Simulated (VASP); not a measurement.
Band structure of BN (space group F-43m). Method: LDA (Ceperley-Alder, Perdew-Zunger), VASP's LDA PAW potentials (set 64) (plane waves; VASP).

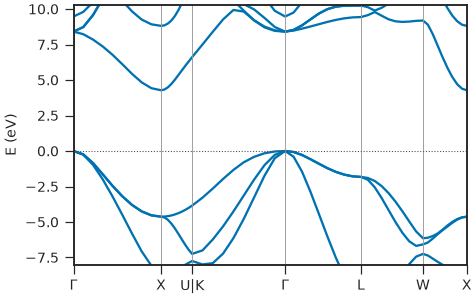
Fig. 1. Bands along high-symmetry lines, zero at the valence-band maximum or, without a gap, the Fermi level

Task: Read the plot: is there a gap, and where are the band edges?

Result: The gap is indirect, 4.28 eV, from the valence maximum at Γ to the conduction minimum at X.

The structure is a typed BN crystal. The cell was not relaxed at this level.
